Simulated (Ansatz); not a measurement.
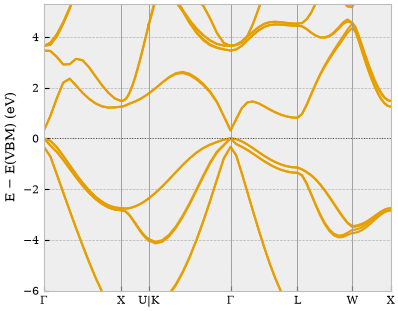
Figure. Band structure from the program Ansatz at the PBEsol with spin–orbit coupling level (PAW)

**Question.** Read off the gap and where the band edges lie.

**Answer.** About 0.3 eV (0.31 eV by a search for the band edges); maximum at Γ, minimum at Γ.

The material is GaAs (zinc blende, F-43m).

The cell was relaxed with PBEsol under the symmetry of its start.

Potentials: the later of the program's two PAW sets.
